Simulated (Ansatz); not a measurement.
# Geometry relaxation, with input and output: CH₄BrGaO (part 2 of 2)

The same run, continued: CH₄BrGaO; RKS PBE0-D4/def2-TZVP (Ansatz 0.2.0). The geometry: GFN2-xTB start.

Geometry of the input (Å):
```
O  0.0506  0.9474  -0.6507
C  0.1196  0.5238  0.7605
Ga 0.1120  -1.2151  -0.2497
Br -1.8498  -2.3354  -0.5489
H  0.0433  1.9098  -0.7262
H  -0.7831  0.8462  1.2922
H  0.9937  0.9691  1.2413
H  1.3136  -1.6460  -1.1185
```

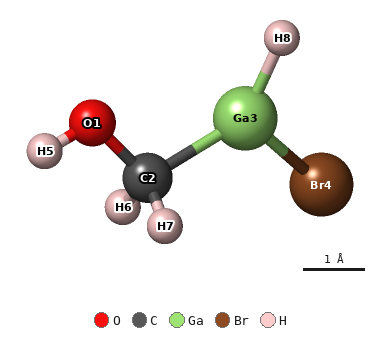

**Figure 1.** The geometry at step 15 of the log (ball-and-stick view, seen at a tilt; atoms are numbered from 1 in the order of the input).

**Trajectory as extended XYZ, continued**
```
8
Properties=species:S:1:pos:R:3:forces:R:3 step=5 energy=-125557.39528 accepted=F
O     0.0425    1.3137   -0.6930    0.1978  -1.8633  -0.5942
C     0.0886    0.5656    0.5082   -0.0616  -0.7680   0.0535
Ga    0.1756   -1.2324   -0.3080   -0.0360  -0.1043   0.2841
Br   -1.8258   -2.3646   -0.3601   -0.0474  -0.0463  -0.0375
H    -0.0137    2.1906   -0.4312   -0.1815   2.7128   0.3046
H    -0.8143    0.6932    1.1092   -0.0719   0.0069   0.0482
H     0.9616    0.7978    1.1207    0.1384   0.0951   0.0437
H     1.3856   -1.9639   -0.9457    0.0623  -0.0328  -0.1025
8
Properties=species:S:1:pos:R:3:forces:R:3 step=6 energy=-125557.47725
O     0.0400    1.3071   -0.6881    0.0165   0.0522   0.1431
C     0.1033    0.5523    0.5266   -0.0135   0.0269  -0.1056
Ga    0.1801   -1.2593   -0.2671   -0.0065   0.0059  -0.0166
Br   -1.8420   -2.3521   -0.4153    0.0109  -0.0196   0.0221
H    -0.0644    2.2415   -0.4861    0.0026  -0.0457   0.0098
H    -0.7900    0.6846    1.1456   -0.0095   0.0056  -0.0387
H     0.9864    0.8072    1.1242    0.0037  -0.0042  -0.0331
H     1.3864   -1.9812   -0.9398   -0.0042  -0.0211   0.0190
8
Properties=species:S:1:pos:R:3:forces:R:3 step=7 energy=-125557.48564
O     0.0705    1.3637   -0.6840    0.0254  -0.1044   0.0437
C     0.0854    0.5561    0.4944   -0.0012   0.1077  -0.0565
Ga    0.1737   -1.2646   -0.2842   -0.0301   0.0189  -0.0390
Br   -1.8226   -2.4154   -0.3439    0.0219  -0.0071   0.0216
H    -0.0169    2.2889   -0.4432   -0.0013   0.0185   0.0573
H    -0.8235    0.6865    1.0930    0.0253  -0.0283  -0.0319
H     0.9555    0.7753    1.1270   -0.0278  -0.0059  -0.0180
H     1.3780   -1.9906   -0.9591   -0.0122   0.0006   0.0228
8
Properties=species:S:1:pos:R:3:forces:R:3 step=8 energy=-125557.48903
O     0.1273    1.4211   -0.6744   -0.0137   0.3720  -0.0966
C     0.0643    0.5660    0.4526    0.0021  -0.0751   0.1951
Ga    0.1515   -1.2560   -0.3269   -0.0114  -0.0844   0.0763
Br   -1.7922   -2.5065   -0.2312    0.0858   0.0753  -0.0020
H     0.0561    2.3399   -0.3846    0.0229  -0.2599  -0.0690
H    -0.8729    0.6804    1.0115    0.0453   0.0199  -0.0159
H     0.9056    0.7408    1.1424   -0.1095  -0.0641  -0.0471
H     1.3603   -1.9857   -0.9894   -0.0215   0.0162  -0.0408
8
Properties=species:S:1:pos:R:3:forces:R:3 step=9 energy=-125557.49298
O     0.1591    1.4528   -0.6772   -0.0103  -0.0424   0.1805
C     0.0446    0.5643    0.4336    0.0706   0.0896   0.0083
Ga    0.1579   -1.2611   -0.3344   -0.0912  -0.0343   0.0114
Br   -1.7720   -2.5285   -0.1552    0.1178   0.0617  -0.0053
H     0.1018    2.3600   -0.3589    0.0100  -0.1208  -0.0246
H    -0.9098    0.6781    0.9636    0.0585   0.0254  -0.0576
H     0.8621    0.7093    1.1602   -0.1271   0.0092  -0.0952
H     1.3563   -1.9750   -1.0317   -0.0282   0.0116  -0.0176
8
Properties=species:S:1:pos:R:3:forces:R:3 step=10 energy=-125557.49753
O     0.1906    1.4516   -0.6724   -0.0003  -0.1459   0.1468
C     0.0339    0.5648    0.4361    0.0528   0.1459  -0.0482
Ga    0.1536   -1.2552   -0.3383   -0.0590  -0.0659   0.0090
Br   -1.7435   -2.5588   -0.1143    0.0675   0.0465   0.0042
H     0.1368    2.3574   -0.3567    0.0034  -0.0078   0.0106
H    -0.9349    0.6945    0.9348    0.0556  -0.0110  -0.0419
H     0.8292    0.7053    1.1861   -0.0993  -0.0031  -0.0730
H     1.3344   -1.9595   -1.0752   -0.0206   0.0412  -0.0075
8
Properties=species:S:1:pos:R:3:forces:R:3 step=11 energy=-125557.50285
O     0.3062    1.4382   -0.6572   -0.0444  -0.2451   0.2614
C    -0.0009    0.5567    0.4302   -0.0275   0.3318   0.0279
Ga    0.1391   -1.2559   -0.3472   -0.0178  -0.1243  -0.0743
Br   -1.6835   -2.6330    0.0564    0.1720   0.0741  -0.0278
H     0.2551    2.3435   -0.3423    0.0025   0.0481   0.0121
H    -1.0226    0.7224    0.8173    0.2933  -0.0616  -0.0897
H     0.7118    0.6803    1.2692   -0.2177  -0.0487  -0.2106
H     1.2948   -1.8521   -1.2264   -0.1603   0.0257   0.1011
8
Properties=species:S:1:pos:R:3:forces:R:3 step=12 energy=-125557.51150
O     0.3438    1.4606   -0.6433   -0.0595  -0.1517   0.2389
C    -0.0117    0.5700    0.4172    0.0115   0.2211   0.0102
Ga    0.1267   -1.2447   -0.3586   -0.0190  -0.1614  -0.0338
Br   -1.6310   -2.6868    0.0971    0.1080   0.1074   0.0019
H     0.2902    2.3641   -0.3195    0.0058  -0.0231  -0.0022
H    -1.0403    0.7395    0.7760    0.2104  -0.0256  -0.0672
H     0.6728    0.6673    1.2819   -0.1859  -0.0360  -0.1973
H     1.2495   -1.8701   -1.2508   -0.0715   0.0694   0.0495
8
Properties=species:S:1:pos:R:3:forces:R:3 step=13 energy=-125557.52588
O     0.4308    1.4544   -0.6108   -0.0105   0.1051   0.0003
C    -0.0431    0.5735    0.3915    0.0678  -0.2075  -0.0017
Ga    0.1152   -1.2480   -0.3708   -0.1022   0.1262   0.0577
Br   -1.5441   -2.7275    0.2315   -0.0092  -0.0301   0.0351
H     0.3736    2.3540   -0.2790    0.0268   0.0383  -0.0310
H    -1.0844    0.7648    0.6708   -0.0425   0.0227  -0.0173
H     0.5625    0.6279    1.3071   -0.0203   0.0129   0.0367
H     1.1896   -1.7991   -1.3402    0.0900  -0.0675  -0.0799
8
Properties=species:S:1:pos:R:3:forces:R:3 step=14 energy=-125557.53245
O     0.5115    1.5068   -0.5598    0.0085  -0.2415   0.0248
C    -0.0608    0.5730    0.3506   -0.0802   0.3262  -0.0843
Ga    0.0816   -1.2386   -0.4256    0.2008  -0.1170   0.0413
Br   -1.4372   -2.7807    0.3919    0.0373   0.0980  -0.0261
H     0.4517    2.3948   -0.1979   -0.0451  -0.0568   0.0886
H    -1.1223    0.7832    0.5378    0.0163  -0.0115   0.0085
H     0.4436    0.5885    1.3298   -0.0111  -0.0688  -0.0730
H     1.1319   -1.8269   -1.4267   -0.1265   0.0714   0.0202
8
Properties=species:S:1:pos:R:3:forces:R:3 step=15 energy=-125557.53992
O     0.5319    1.5053   -0.5445   -0.0013  -0.1486   0.0360
C    -0.0695    0.5703    0.3422   -0.0058   0.2292  -0.0672
Ga    0.0978   -1.2369   -0.4373    0.0742  -0.0787   0.0895
Br   -1.4138   -2.7544    0.4390    0.0446   0.0533  -0.0359
H     0.4639    2.3895   -0.1746   -0.0300  -0.0400   0.0567
H    -1.1354    0.7800    0.5040    0.0223  -0.0195  -0.0075
H     0.4093    0.5726    1.3348   -0.0222  -0.0455  -0.0766
H     1.1158   -1.8263   -1.4636   -0.0818   0.0497   0.0050
8
Properties=species:S:1:pos:R:3:forces:R:3 step=16 energy=-125557.54174
O     0.6293    1.4994   -0.4977   -0.2439  -0.3110   0.2567
C    -0.0973    0.5789    0.3182    0.1260   0.1846   0.1562
Ga    0.1022   -1.2360   -0.4328   -0.1004  -0.1077  -0.0109
Br   -1.3013   -2.7972    0.5678    0.1428   0.1448  -0.0793
H     0.5459    2.3798   -0.1222   -0.0182  -0.0022   0.0276
H    -1.1775    0.8094    0.3753    0.2697   0.0068  -0.0429
H     0.2796    0.5474    1.3642   -0.1319   0.0687  -0.3758
H     1.0190   -1.7817   -1.5727   -0.0440   0.0159   0.0685
8
Properties=species:S:1:pos:R:3:forces:R:3 step=17 energy=-125557.55022
O     0.6157    1.4878   -0.4985   -0.0313   0.0088   0.0419
C    -0.0965    0.5789    0.3217    0.0215  -0.0222   0.0706
Ga    0.0957   -1.2325   -0.4389   -0.0250  -0.0429   0.0422
Br   -1.3013   -2.7863    0.5511    0.0292   0.0281  -0.0154
H     0.5362    2.3689   -0.1237    0.0108   0.0153  -0.0095
H    -1.1689    0.8155    0.3884    0.0709  -0.0052  -0.0169
H     0.2903    0.5552    1.3552   -0.0571  -0.0015  -0.1166
H     1.0288   -1.7876   -1.5552   -0.0189   0.0196   0.0038
8
Properties=species:S:1:pos:R:3:forces:R:3 step=18 energy=-125557.55236
O     0.6432    1.4892   -0.4757   -0.0054   0.1015   0.0438
C    -0.0995    0.5776    0.3124    0.0112   0.0093  -0.0100
Ga    0.0938   -1.2350   -0.4397    0.0039  -0.0019  -0.0093
Br   -1.2630   -2.7894    0.5933    0.0005  -0.0064   0.0074
H     0.5517    2.3717   -0.1011    0.0113  -0.1070  -0.0428
H    -1.1704    0.8204    0.3398   -0.0013   0.0022   0.0098
H     0.2482    0.5461    1.3549   -0.0188   0.0037   0.0066
H     0.9960   -1.7805   -1.5839   -0.0014  -0.0015  -0.0056
8
Properties=species:S:1:pos:R:3:forces:R:3 step=19 energy=-125557.55331
O     0.6759    1.4881   -0.4507   -0.0388   0.0454   0.0635
C    -0.1085    0.5793    0.3018    0.0099   0.0395  -0.0135
Ga    0.0875   -1.2328   -0.4496    0.0186  -0.0163   0.0035
Br   -1.2104   -2.7977    0.6438    0.0010   0.0024  -0.0039
H     0.5778    2.3687   -0.0743    0.0091  -0.0864  -0.0361
H    -1.1779    0.8345    0.2885    0.0237   0.0051   0.0074
H     0.1952    0.5371    1.3580   -0.0146   0.0063  -0.0176
H     0.9602   -1.7772   -1.6174   -0.0088   0.0041  -0.0033
8
Properties=species:S:1:pos:R:3:forces:R:3 step=20 energy=-125557.55355
O     0.6943    1.4834   -0.4362   -0.0243  -0.0087   0.0291
C    -0.1117    0.5803    0.2991    0.0088   0.0233   0.0109
Ga    0.0917   -1.2339   -0.4461   -0.0197  -0.0076  -0.0232
Br   -1.1846   -2.8048    0.6649    0.0102   0.0045  -0.0016
H     0.5892    2.3640   -0.0657    0.0055  -0.0145  -0.0108
H    -1.1792    0.8420    0.2605    0.0206  -0.0067  -0.0009
H     0.1647    0.5394    1.3627   -0.0041   0.0076  -0.0170
H     0.9354   -1.7705   -1.6391    0.0029   0.0021   0.0136
8
Properties=species:S:1:pos:R:3:forces:R:3 step=21 energy=-125557.55369
O     0.6942    1.4813   -0.4367   -0.0093  -0.0082   0.0099
C    -0.1130    0.5809    0.2992   -0.0033   0.0080   0.0025
Ga    0.0863   -1.2331   -0.4483    0.0047  -0.0056  -0.0041
Br   -1.1820   -2.8081    0.6651    0.0025   0.0032  -0.0028
H     0.5919    2.3621   -0.0667    0.0041   0.0023  -0.0046
H    -1.1794    0.8450    0.2617    0.0050  -0.0005   0.0001
H     0.1644    0.5397    1.3621   -0.0001   0.0001  -0.0047
H     0.9376   -1.7678   -1.6364   -0.0036   0.0007   0.0036
8
Properties=species:S:1:pos:R:3:forces:R:3 step=22 energy=-125557.55369
O     0.6938    1.4797   -0.4367   -0.0015   0.0027   0.0026
C    -0.1137    0.5808    0.3001    0.0009  -0.0079  -0.0034
Ga    0.0868   -1.2332   -0.4484   -0.0057   0.0072   0.0090
Br   -1.1821   -2.8075    0.6649    0.0019  -0.0011  -0.0027
H     0.5929    2.3614   -0.0686    0.0012   0.0008  -0.0013
H    -1.1799    0.8449    0.2625    0.0001   0.0017   0.0000
H     0.1640    0.5395    1.3627    0.0005   0.0016   0.0003
H     0.9381   -1.7657   -1.6364    0.0025  -0.0049  -0.0044
8
Properties=species:S:1:pos:R:3:forces:R:3 step=23 energy=-125557.55369 accepted=F
O     0.6934    1.4800   -0.4362    0.0105  -0.0041  -0.0143
C    -0.1138    0.5805    0.3002   -0.0012   0.0182   0.0069
Ga    0.0865   -1.2334   -0.4481    0.0006   0.0002  -0.0006
Br   -1.1817   -2.8090    0.6637    0.0006  -0.0002  -0.0008
H     0.5931    2.3620   -0.0689   -0.0043  -0.0010   0.0050
H    -1.1797    0.8462    0.2629   -0.0014  -0.0074   0.0006
H     0.1643    0.5409    1.3628   -0.0025  -0.0075  -0.0001
H     0.9379   -1.7673   -1.6364   -0.0022   0.0016   0.0032
8
Properties=species:S:1:pos:R:3:forces:R:3 step=24 energy=-125557.55370
O     0.6938    1.4799   -0.4367   -0.0002  -0.0002   0.0002
C    -0.1137    0.5809    0.3001    0.0003  -0.0002  -0.0006
Ga    0.0866   -1.2330   -0.4481   -0.0011   0.0009   0.0016
Br   -1.1818   -2.8081    0.6643    0.0006  -0.0009  -0.0010
H     0.5930    2.3617   -0.0687    0.0001   0.0007   0.0000
H    -1.1798    0.8453    0.2625    0.0003   0.0005   0.0003
H     0.1641    0.5398    1.3627   -0.0001   0.0006   0.0000
H     0.9378   -1.7664   -1.6362    0.0002  -0.0014  -0.0006
```
